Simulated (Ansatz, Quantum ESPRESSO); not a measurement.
## NaV (Pm-3m): from the cell to the phonon bands

How does NaV (Pm-3m) vibrate, and is this structure a minimum?

Program: Quantum ESPRESSO 7.5. Level of theory: DFT LDA, scalar-relativistic, plane waves, GBRV ultrasoft pseudopotentials. Results are calculated unless marked as measured.

The structure was built from a prototype and need not be the compound's stable phase.

## Step 1: The structure

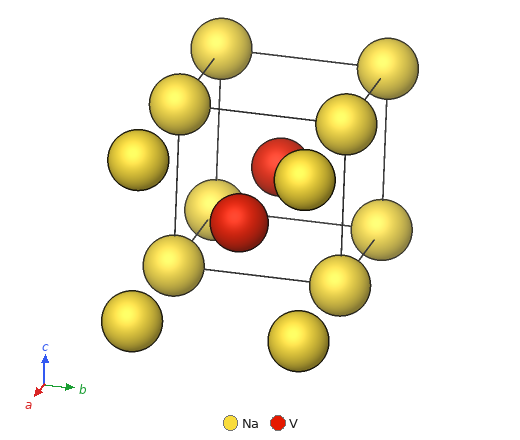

Start, viewed slightly off an axis; sodium yellow, vanadium red. 2×1×1 cells are drawn. Some periodic images of atoms are drawn too.

## Step 2: A first look

Before anything dear is run, a loose run with smearing shows whether this is a metal and how far the cell is from rest.

Input file probe.in:

```
&CONTROL
  calculation = 'scf'
  prefix      = 'x'
  outdir      = './tmp'
  pseudo_dir  = './pseudo'
  tprnfor     = .true.
  tstress     = .true.
  verbosity   = 'high'
/
&SYSTEM
  ibrav       = 1
  celldm(1)   = 6.87558078
  nat         = 2
  ntyp        = 2
  ecutwfc     = 45.0
  ecutrho     = 270.0
  occupations = 'smearing'
  smearing    = 'gaussian'
  degauss     = 0.01
/
&ELECTRONS
  conv_thr         = 1.0d-07
  mixing_beta      = 0.7
  electron_maxstep = 100
/
ATOMIC_SPECIES
 Na     22.9898  Na.upf
 V      50.9415  V.upf
ATOMIC_POSITIONS crystal
 Na     0.000000000   0.000000000   0.000000000
 V      0.500000000   0.500000000   0.500000000
K_POINTS automatic
 6 6 6 0 0 0
```

Started as:

```sh
OMP_NUM_THREADS=1 mpirun -n 4 pw.x -nk 4 -in probe.in > probe.out
```

The log of the run:

```text
[banners, grids, parts of the stress and lines that vanish by symmetry left out]
Program PWSCF v.7.5
     bravais-lattice index     =            1
     lattice parameter (alat)  =       6.8756  a.u.
[...]
kinetic-energy cutoff     =      45.0000  Ry
     charge density cutoff     =     270.0000  Ry
     scf convergence threshold =      1.0E-07
[...]
Exchange-correlation=  SLA  PZ   NOGX NOGC
                           (   1   1   0   0   0   0   0)
[...]
48 Sym. Ops., with inversion, found
[...]
(     0          1          0      )
                  (     0          0          1      )
[...]
(  0.0000000  1.0000000  0.0000000 )
                  (  0.0000000  0.0000000  1.0000000 )
[...]
(     0         -1          0      )
                  (     0          0          1      )
[...]
(  0.0000000 -1.0000000  0.0000000 )
[...]
(     0          0          1      )
                  (     1          0          0      )
[...]
( -1.0000000  0.0000000  0.0000000 )
                  (  0.0000000  1.0000000  0.0000000 )
[...]
number of k points=    20  Gaussian smearing, width (Ry)=  0.0100
[...]
End of self-consistent calculation
[...]
the Fermi energy is     5.3205 ev
!    total energy              =    -239.91406218 Ry
[...]
convergence has been achieved in   7 iterations
[...]
atom    1 type  1   force =     0.00000000    0.00000000    0.00000000
     atom    2 type  2   force =     0.00000000    0.00000000    0.00000000
[...]
Total force =     0.000000     Total SCF correction =     0.000000
[...]
total   stress  (Ry/bohr**3)                   (kbar)     P=      -93.39
[...]
XML data file, charge density, pseudopotentials, collected wavefunctions

   JOB DONE.
```

Elapsed: 2.9 s, on 4 MPI ranks of Arm Neoverse V1, shared host.

Numbers from this step:

```yaml
volume_per_atom: 24.08 Å³
pressure: -9.339 GPa
gap_on_the_k_mesh: 0 eV
```

No gap opens on this mesh, so smearing is kept; the start stands at -9.3 GPa.

## Step 3: Relaxing the cell and atoms

The relaxation runs at a cutoff a fifth above that of the response, since stress converges more slowly with the basis than frequencies do. Forces and stress are brought to rest with tight thresholds.

Input file relax.in:

```
&CONTROL
  calculation   = 'vc-relax'
  prefix        = 'x'
  outdir        = './tmp'
  pseudo_dir    = './pseudo'
  tprnfor       = .true.
  tstress       = .true.
  forc_conv_thr = 2.0d-05
  etot_conv_thr = 1.0d-07
  nstep         = 40
/
&SYSTEM
  ibrav       = 1
  celldm(1)   = 6.87558078
  nat         = 2
  ntyp        = 2
  ecutwfc     = 54
  ecutrho     = 324.0
  occupations = 'smearing'
  smearing    = 'mv'
  degauss     = 0.02
/
&ELECTRONS
  conv_thr         = 1.0d-11
  mixing_beta      = 0.7
  electron_maxstep = 100
/
&IONS
/
&CELL
  press_conv_thr = 0.2
/
ATOMIC_SPECIES
 Na     22.9898  Na.upf
 V      50.9415  V.upf
ATOMIC_POSITIONS crystal
 Na     0.000000000   0.000000000   0.000000000
 V      0.500000000   0.500000000   0.500000000
K_POINTS automatic
 8 8 8 0 0 0
```

Started as:

```sh
OMP_NUM_THREADS=1 mpirun -n 4 pw.x -nk 4 -in relax.in > relax.out
```

The log of the run:

```text
[banners, grids, parts of the stress and lines that vanish by symmetry left out]
[banner, memory and clock lines left out]
Program PWSCF v.7.5

[...]
kinetic-energy cutoff     =      54.0000  Ry
     charge density cutoff     =     324.0000  Ry
     scf convergence threshold =      1.0E-11
[...]
energy convergence thresh.=      1.0E-07
     force convergence thresh. =      2.0E-05
     press convergence thresh. =      2.0E-01
     Exchange-correlation=  SLA  PZ   NOGX NOGC
                           (   1   1   0   0   0   0   0)
[...]
48 Sym. Ops., with inversion, found
[...]
number of k points=    35  Marzari-Vanderbilt smearing, width (Ry)=  0.0200
[...]
End of self-consistent calculation
[...]
the Fermi energy is     5.2926 ev
!    total energy              =    -239.91237900 Ry
[...]
convergence has been achieved in  12 iterations
[...]
atom    1 type  1   force =     0.00000000    0.00000000    0.00000000
     atom    2 type  2   force =     0.00000000    0.00000000    0.00000000
     Total force =     0.000000     Total SCF correction =     0.000000
[...]
total   stress  (Ry/bohr**3)                   (kbar)     P=      -92.75
[...]
number of bfgs steps    =   0
[...]
CELL_PARAMETERS (alat=  6.87558078)
[...]
ATOMIC_POSITIONS (crystal)
Na               0.0000000000        0.0000000000        0.0000000000
V                0.5000000000        0.5000000000        0.5000000000
[...]
New effective cutoffs (rho, wfc):  333.62   55.74
[...]
End of self-consistent calculation
[...]
the Fermi energy is     5.7090 ev
!    total energy              =    -239.92169381 Ry
[...]
convergence has been achieved in   8 iterations
[...]
atom    1 type  1   force =     0.00000000    0.00000000    0.00000000
     atom    2 type  2   force =     0.00000000    0.00000000    0.00000000
     Total force =     0.000000     Total SCF correction =     0.000000
[...]
total   stress  (Ry/bohr**3)                   (kbar)     P=      -88.12
[...]
number of bfgs steps    =   1
[...]
WARNING: bfgs curvature condition failed, Theta= 0.869
[...]
CELL_PARAMETERS (alat=  6.87558078)
[...]
ATOMIC_POSITIONS (crystal)
Na               0.0000000000        0.0000000000        0.0000000000
V                0.5000000000        0.5000000000        0.5000000000
[...]
New effective cutoffs (rho, wfc):  350.25   58.52
[...]
End of self-consistent calculation
[...]
the Fermi energy is     6.3887 ev
!    total energy              =    -239.93395936 Ry
[...]
convergence has been achieved in  11 iterations
[...]
atom    1 type  1   force =     0.00000000    0.00000000    0.00000000
     atom    2 type  2   force =     0.00000000    0.00000000    0.00000000
     Total force =     0.000000     Total SCF correction =     0.000000
[...]
total   stress  (Ry/bohr**3)                   (kbar)     P=      -76.63
[...]
number of bfgs steps    =   2
[...]
CELL_PARAMETERS (alat=  6.87558078)
[...]
ATOMIC_POSITIONS (crystal)
[...]
New effective cutoffs (rho, wfc):  377.62   63.09
[...]
End of self-consistent calculation
[...]
the Fermi energy is     7.5489 ev
[...]
the Fermi energy is     8.5704 ev
!    total energy              =    -239.95098236 Ry
[...]
convergence has been achieved in  11 iterations
[...]
atom    1 type  1   force =     0.00000000    0.00000000    0.00000000
     atom    2 type  2   force =     0.00000000    0.00000000    0.00000000
     Total force =     0.000000     Total SCF correction =     0.000000
[...]
total   stress  (Ry/bohr**3)                   (kbar)     P=       -4.15
[...]
number of bfgs steps    =   5
[...]
New effective cutoffs (rho, wfc):  402.67   67.27
[...]
the Fermi energy is     8.6523 ev
!    total energy              =    -239.95099997 Ry
[...]
convergence has been achieved in   8 iterations
[...]
atom    1 type  1   force =     0.00000000    0.00000000    0.00000000
     atom    2 type  2   force =     0.00000000    0.00000000    0.00000000
     Total force =     0.000000     Total SCF correction =     0.000000
[...]
total   stress  (Ry/bohr**3)                   (kbar)     P=       -0.30
[...]
number of bfgs steps    =   6
[...]
New effective cutoffs (rho, wfc):  402.81   67.30
[...]
the Fermi energy is     8.6586 ev
!    total energy              =    -239.95100009 Ry
[...]
convergence has been achieved in   7 iterations
[...]
atom    1 type  1   force =     0.00000000    0.00000000    0.00000000
     atom    2 type  2   force =     0.00000000    0.00000000    0.00000000
     Total force =     0.000000     Total SCF correction =     0.000000
[...]
total   stress  (Ry/bohr**3)                   (kbar)     P=        0.00
[...]
number of bfgs steps    =   7
[...]
small trust_radius: resetting bfgs history
[...]
CELL_PARAMETERS (alat=  6.87558078)
[...]
ATOMIC_POSITIONS (crystal)
[...]
New effective cutoffs (rho, wfc):  402.81   67.30
[...]
End of self-consistent calculation
[...]
the Fermi energy is     8.6586 ev
!    total energy              =    -239.95100009 Ry
[...]
convergence has been achieved in   1 iterations
[...]
atom    1 type  1   force =     0.00000000    0.00000000    0.00000000
     atom    2 type  2   force =     0.00000000    0.00000000    0.00000000
     Total force =     0.000000     Total SCF correction =     0.000000
[...]
total   stress  (Ry/bohr**3)                   (kbar)     P=        0.00
[...]
bfgs converged in   9 scf cycles and   8 bfgs steps
[...]
End of BFGS Geometry Optimization
     Final enthalpy           =    -239.9510000888 Ry
     File ./tmp/x.bfgs deleted, as requested
[...]
CELL_PARAMETERS (alat=  6.87558078)
[...]
ATOMIC_POSITIONS (crystal)
Na               0.0000000000        0.0000000000        0.0000000000
V                0.5000000000        0.5000000000        0.5000000000
[...]
Final scf calculation at the relaxed structure.
[...]
kinetic-energy cutoff     =      54.0000  Ry
     charge density cutoff     =     324.0000  Ry
     scf convergence threshold =      1.0E-13
[...]
press convergence thresh. =      2.0E-01
     Exchange-correlation=  SLA  PZ   NOGX NOGC
                           (   1   1   0   0   0   0   0)
[...]
48 Sym. Ops., with inversion, found
[...]
number of k points=    35  Marzari-Vanderbilt smearing, width (Ry)=  0.0200
[...]
End of self-consistent calculation
[...]
the Fermi energy is     8.6586 ev
!    total energy              =    -239.95084690 Ry
[...]
convergence has been achieved in  13 iterations
[...]
atom    1 type  1   force =     0.00000000    0.00000000    0.00000000
     atom    2 type  2   force =     0.00000000    0.00000000    0.00000000
     Total force =     0.000000     Total SCF correction =     0.000000
[...]
total   stress  (Ry/bohr**3)                   (kbar)     P=        0.35
[...]
XML data file, charge density, pseudopotentials, collected wavefunctions
```

Elapsed: 52 s, on 4 MPI ranks.

Step by step:

```csv
step,energy less that of the first step (eV),largest force (eV/Å),pressure (GPa),volume (Å³)
1,0.0000,0.0000,-9.28,48.17
2,-0.1267,0.0000,-8.81,45.92
3,-0.2936,0.0000,-7.66,42.69
4,-0.4718,0.0000,-4.51,38.14
5,-0.5123,0.0000,2.84,33.09
6,-0.5252,0.0000,-0.42,34.87
7,-0.5255,0.0000,-0.03,34.63
8,-0.5255,0.0000,0.00,34.61
9,-0.5255,0.0000,0.00,34.61
10,-0.5234,0.0000,0.03,34.61
```

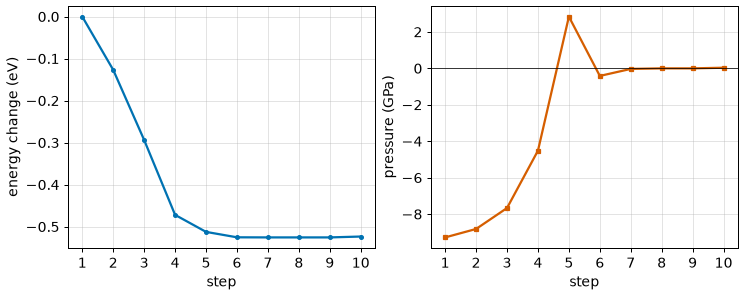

Energy and pressure along the relaxation.

```csv
"conventional cell, symmetrised",before,after,change
a (Å),3.638,3.259,-10.4 %
b (Å),3.638,3.259,-10.4 %
c (Å),3.638,3.259,-10.4 %
volume (Å³/atom),24.08,17.31,-28.1 %
```

The relaxed structure:

```
CELL_PARAMETERS angstrom
3.25902 0.00000 0.00000
0.00000 3.25902 0.00000
0.00000 0.00000 3.25902
ATOMIC_POSITIONS crystal
Na 0.00000 0.00000 0.00000
V 0.50000 0.50000 0.50000
```

The last row of the table of steps is pw.x's closing run on a basis chosen anew for the final cell, so its energy can jump.

This step gave:

```yaml
volume_per_atom: 17.31 Å³
pressure: 0.03500 GPa
```

The volume changes by -28.1 % from the cell with which this run began.

## Step 4: Ground state

Perturbation theory inherits every error of the wavefunctions, so the threshold is set near the limit of the arithmetic. Smearing stays on, as the first look found no gap above 0.3 eV.

Input file scf.in:

```
&CONTROL
  calculation = 'scf'
  prefix      = 'x'
  outdir      = './tmp'
  pseudo_dir  = './pseudo'
  tprnfor     = .true.
  tstress     = .true.
/
&SYSTEM
  ibrav       = 1
  celldm(1)   = 6.15866156
  nat         = 2
  ntyp        = 2
  ecutwfc     = 45.0
  ecutrho     = 270.0
  occupations = 'smearing'
  smearing    = 'mv'
  degauss     = 0.02
/
&ELECTRONS
  conv_thr         = 1.0d-12
  mixing_beta      = 0.7
  electron_maxstep = 100
/
ATOMIC_SPECIES
 Na     22.9898  Na.upf
 V      50.9415  V.upf
ATOMIC_POSITIONS crystal
 Na     0.000000000   0.000000000   0.000000000
 V      0.500000000   0.500000000   0.500000000
K_POINTS automatic
 8 8 8 0 0 0
```

Started as:

```sh
OMP_NUM_THREADS=1 mpirun -n 4 pw.x -nk 4 -in scf.in > scf.out
```

The log of the run:

```text
[banners, grids, parts of the stress and lines that vanish by symmetry left out]
[banner, memory and clock lines left out]
Program PWSCF v.7.5

[...]
kinetic-energy cutoff     =      45.0000  Ry
     charge density cutoff     =     270.0000  Ry
     scf convergence threshold =      1.0E-12
[...]
Exchange-correlation=  SLA  PZ   NOGX NOGC
                           (   1   1   0   0   0   0   0)
[...]
48 Sym. Ops., with inversion, found
[...]
number of k points=    35  Marzari-Vanderbilt smearing, width (Ry)=  0.0200
[...]
End of self-consistent calculation
[...]
the Fermi energy is     8.6588 ev
!    total energy              =    -239.95065025 Ry
[...]
convergence has been achieved in  14 iterations
[...]
atom    1 type  1   force =     0.00000000    0.00000000    0.00000000
     atom    2 type  2   force =     0.00000000    0.00000000    0.00000000
     Total force =     0.000000     Total SCF correction =     0.000000
[...]
total   stress  (Ry/bohr**3)                   (kbar)     P=       -0.15
[...]
XML data file, charge density, pseudopotentials, collected wavefunctions
```

The job ended after 5.1 s (4 MPI ranks; 20 s of CPU time).

This step gave:

* pressure: -0.015 GPa

The cell stands at -0.015 GPa, close enough for phonons.

(Continued in part 2 of 3.)

[Host names and launcher messages were left out of these logs when they were recorded.]

[Logs are printed without paths, hosts, clocks, repeated set-up lines and the standing remarks that a program may print on its own settings, such as how far it seeks lower states.]

[Hosts, paths, dates, database ids (printed as entryN), source tags and the programs' standing remarks are cut or masked in the printed files.]
